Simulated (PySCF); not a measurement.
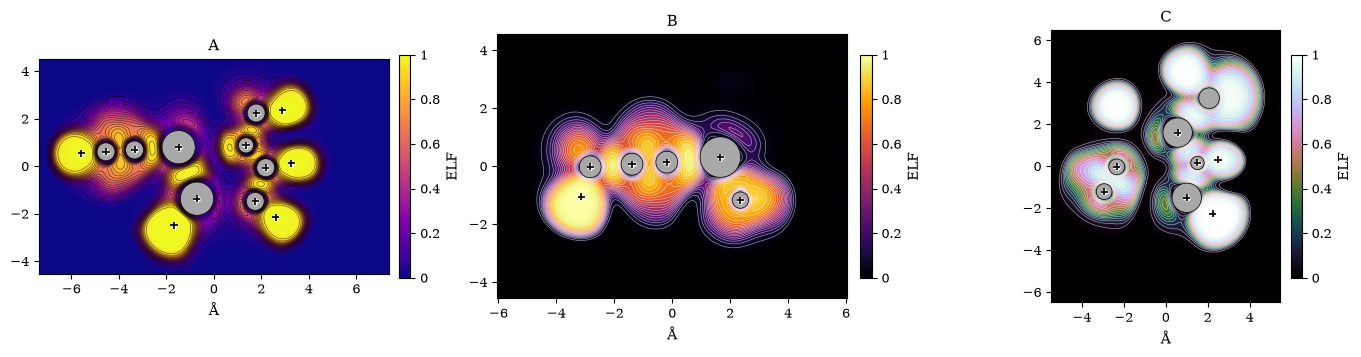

The ELF of 3 systems, each on a plane through atoms (crosses mark nuclei in the plane; grey discs cover the cores).

These are results of PBE0/pcSseg-1, SCF density, gas phase, non-relativistic (PySCF 2.14.0), not measurements.

System 1: C$_{7}$H$_{13}$NSi$_{2}$, the plane of atoms Si3, Si4 and H14. Geometry: GFN2-xTB.

| atom | x (Å) | y (Å) | z (Å) |
| --- | --- | --- | --- |
| C | 4.3276 | 1.9186 | 0.6414 |
| C | 3.1563 | 1.6731 | 0.5215 |
| Si | 1.3461 | 1.2907 | 0.3303 |
| Si | 1.1937 | -1.0032 | 0.2005 |
| C | -0.2297 | -1.8006 | 1.2102 |
| C | -1.1253 | -1.7692 | -0.0457 |
| C | -1.9346 | -0.5229 | -0.0473 |
| N | -1.3874 | 0.6073 | 0.0053 |
| C | -2.1696 | 1.8015 | 0.0089 |
| C | -0.0202 | -1.6861 | -1.1171 |
| H | 5.3526 | 2.1358 | 0.7455 |
| H | 0.7285 | 1.8997 | 1.5176 |
| H | 0.9554 | 2.0375 | -0.8727 |
| H | 2.4227 | -1.8211 | 0.2762 |
| H | -0.0377 | -2.8270 | 1.5169 |
| H | -0.6538 | -1.2725 | 2.0615 |
| H | -1.7831 | -2.6372 | -0.1465 |
| H | -3.0297 | -0.6325 | -0.0883 |
| H | -3.2514 | 1.6118 | -0.0148 |
| H | -1.9209 | 2.3759 | 0.9019 |
| H | -1.8883 | 2.4020 | -0.8573 |
| H | -0.2907 | -1.0754 | -1.9753 |
| H | 0.2345 | -2.6794 | -1.4819 |

System 2: C$_{5}$H$_{14}$NPSi$_{2}$, the plane of atoms Si6, N8 and Si9. Geometry: GFN2-xTB.

```xyz
23

C     1.4490    2.6818    0.2990
C     1.3741    1.4064   -0.0453
C     1.3648    0.2978    0.9142
C     1.9994   -1.0141    0.5521
C     0.5100   -0.9337    0.6915
Si   -0.6213   -1.1534   -0.8025
P    -1.3364   -3.2720   -1.0542
N    -2.0694   -0.2431   -0.5599
Si   -2.2735    1.4154   -0.0813
H     1.4664    3.4699   -0.4329
H     1.4993    2.9883    1.3308
H     1.3297    1.1262   -1.0881
H     1.4671    0.6188    1.9458
H     2.5711   -1.5360    1.3057
H     2.4090   -1.1082   -0.4430
H     0.1138   -1.3579    1.6093
H     0.0727   -0.7930   -2.0521
H    -0.0761   -3.8026   -1.2389
H    -1.3258   -3.5794    0.2924
H    -2.9020   -0.6944   -0.9033
H    -1.6545    2.3070   -1.0635
H    -1.6490    1.5944    1.2272
H    -3.7229    1.6087   -0.0271
```

System 3: C$_{6}$H$_{10}$O$_{2}$Si (SMILES CC#C[Si](O)(O)C1CC1), the plane of atoms C3, Si4 and O5. Geometry: GFN2-xTB.

| atom | x (Å) | y (Å) | z (Å) |
| --- | --- | --- | --- |
| C | 3.7493 | 0.6968 | 0.5880 |
| C | 2.4208 | 0.5781 | 0.0289 |
| C | 1.3168 | 0.4821 | -0.4431 |
| Si | -0.3962 | 0.2717 | -1.1263 |
| O | -1.0782 | 1.7418 | -1.3663 |
| O | -0.3997 | -0.4572 | -2.5766 |
| C | -1.3770 | -0.8353 | 0.0359 |
| C | -2.7515 | -0.4462 | 0.5044 |
| C | -1.6060 | -0.4140 | 1.4602 |
| H | 3.7511 | 0.3388 | 1.6173 |
| H | 4.4515 | 0.1003 | 0.0059 |
| H | 4.0719 | 1.7377 | 0.5744 |
| H | -1.2005 | 2.3337 | -0.6313 |
| H | -0.2959 | 0.0717 | -3.3628 |
| H | -1.2233 | -1.8970 | -0.1083 |
| H | -3.4934 | -1.2236 | 0.6170 |
| H | -3.1646 | 0.4922 | 0.1642 |
| H | -1.5581 | -1.1676 | 2.2323 |
| H | -1.2266 | 0.5467 | 1.7789 |

Q: Which map belongs to which system?

A: Panel A is system 1, C$_{7}$H$_{13}$NSi$_{2}$: the plane holds C, Si, N and H. C–C (1.20 Å): the ELF peaks at about 0.85 between the atoms; a short, multiple covalent bond. Panel B is system 3, C$_{6}$H$_{10}$O$_{2}$Si: the plane holds C, Si, O and H. C–C (1.20 Å): the ELF peaks at about 0.85 between the atoms: a short, multiple covalent bond. Panel C is system 2, C$_{5}$H$_{14}$NPSi$_{2}$: the plane holds C, Si, N and H. C–C (1.32 Å): the ELF peaks at about 0.95 between the atoms: a multiple bond.
